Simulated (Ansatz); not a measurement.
# CH5AlOSiTe: up Jacob's ladder to CCSD(T)

Aim: compute CH5AlOSiTe with functionals from several rungs and with coupled cluster, and see how far each lands from CCSD(T) at the basis-set limit for the atomisation energy.

Computed with Ansatz 0.2.0, Gaussian basis. Level: functionals in def2-TZVPP, the program's frozen cores in correlated methods.

Levels to be run: LDA (SPW92), PBE-D4, revPBE-D4, BLYP-D4, r2SCAN-D4, B97M-V, PBE0-D4, B3LYP-D4, r2SCANh-D4, r2SCAN0-D4, HSE06-D4, BHLYP-D4, CAM-B3LYP-D4, LC-ωPBE, ωB97X-V, ωB97M-V, B2PLYP, PBE-QIDH; CCSD(T)/def2-SVP; CCSD(T)/def2-TZVPP; MP2/def2-QZVPP; extrapolation to the limit; RPA on PBE.

**1. The geometry**

The geometry comes from an earlier relaxation with PBE0-D4 in a triple-zeta def2 set; it is a stationary point, not always the lowest conformer. Te takes the def2 core potential; no spin-orbit term is included.

SMILES `O=C[Te][SiH2][AlH2]`, 10 atoms, charge 0, spin multiplicity 1.

Atoms are counted from 1 here; the program's logs count them from 0.

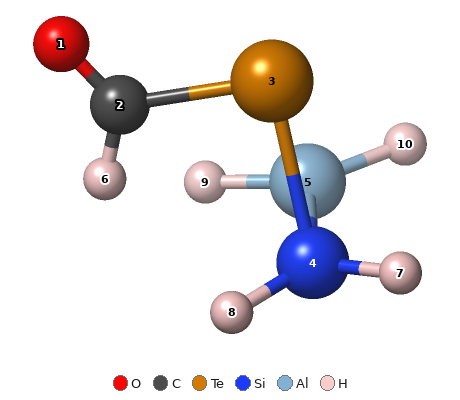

The structure; oxygen red, carbon dark grey, tellurium orange, silicon blue, aluminium light blue, hydrogen pink; atoms are numbered from 1 in the order of the file.

**2. LDA**

This LDA is Slater exchange with PW92 correlation.

The input, in.yaml:

```yaml
crystal:
  periodic: [false, false, false]
  atoms:
    - {symbol: O, position_ang: [1.363944, -0.257675, 2.874375]}
    - {symbol: C, position_ang: [0.713312, -0.324009, 1.890318]}
    - {symbol: Te, position_ang: [1.593775, -0.593763, -0.093654]}
    - {symbol: Si, position_ang: [-0.750409, -0.890469, -1.209224]}
    - {symbol: Al, position_ang: [-0.234009, 1.441329, -0.938188]}
    - {symbol: H, position_ang: [-0.390478, -0.252406, 1.863883]}
    - {symbol: H, position_ang: [-0.411462, -1.698699, -2.410931]}
    - {symbol: H, position_ang: [-1.479285, -1.759196, -0.242372]}
    - {symbol: H, position_ang: [-0.722675, 2.072551, 0.433025]}
    - {symbol: H, position_ang: [0.400487, 2.211138, -2.164334]}
basis:
  gaussian: {orbitals: def2-TZVPP}
hamiltonian: {xc: lda}
output: {orbitals: {seedname: orbitals}}
```

Run with:

```sh
$ ansatz run in.yaml --threads 4 --pin off --events-out ev --progress --plain --max-ram 10444MiB
```

The runs that follow: PBE-D4 (GGA); revPBE-D4 (GGA); BLYP-D4 (GGA); r2SCAN-D4 (meta-GGA); B97M-V (meta-GGA); B3LYP-D4 (hybrid); r2SCANh-D4 (hybrid); r2SCAN0-D4 (hybrid); HSE06-D4 (hybrid); BHLYP-D4 (hybrid); CAM-B3LYP-D4 (range-separated); LC-ωPBE (range-separated); ωB97X-V (range-separated); ωB97M-V (range-separated); B2PLYP (double hybrid); PBE-QIDH (double hybrid); CCSD(T) in def2-SVP; CCSD(T) in def2-TZVPP; MP2 in def2-QZVPP; RPA on PBE orbitals.

Before running them: what should the planned runs give, taken together? Wanted: atomisation energy, CCSD(T)/CBS; farthest beyond LDA; mean size of error, GGA; mean size of error, meta-GGA; mean size of error, hybrid; mean size of error, range-separated; mean size of error, double hybrid; gap, smallest and largest; T1 diagnostic.

The runs gave:

| quantity | value |
| --- | --- |
| atomisation energy, CCSD(T)/CBS | 3096.4 kJ/mol |
| functionals within 31.0 kJ/mol (1.0 %) | revPBE-D4, BLYP-D4, r2SCAN-D4, B97M-V, PBE0-D4, B3LYP-D4, r2SCANh-D4, HSE06-D4, ωB97X-V, ωB97M-V |
| farthest beyond LDA | BHLYP-D4 (-138.6 kJ/mol) |
| mean size of error, GGA | 28.1 kJ/mol |
| mean size of error, meta-GGA | 14.9 kJ/mol |
| mean size of error, hybrid | 50.1 kJ/mol |
| mean size of error, range-separated | 36.4 kJ/mol |
| mean size of error, double hybrid | 66.9 kJ/mol |
| gap, smallest and largest | 3.20 eV (LDA (SPW92)), 9.75 eV (LC-ωPBE) |
| T1 diagnostic | 0.0160 |
| triples share of the correlation energy | 3.7 % |

**Reading.** The LDA atomisation energy is off by 466.3 kJ/mol (15 %): it overbinds. PBE-D4 misses by +59.1 kJ/mol. Double hybrids carry the basis error of their MP2 part in triple zeta, and no dispersion term here, so their miss is partly the set-up's. The rungs meta-GGA, GGA miss on average by less than the doubt on the reference (31.0 kJ/mol), so they tie. Misses under about 31.0 kJ/mol are within the doubt on the reference itself, which lacks core-valence correlation, spin-orbit coupling and higher excitations, and its outer-core shells are covered unevenly. All levels share the lack of spin-orbit coupling, which lowers the free heavy atoms and so the true binding. Hartree-Fock recovers 68 % of the binding; the rest is correlation. CCSD(T) in def2-SVP is off by -239.4 kJ/mol, worse than the median functional, from the basis alone. The gap grows from 3.2 to 9.7 eV across the functionals, mostly with the share of exact exchange. Correlated methods include outer-core shells of Te, which these sets cover unevenly.
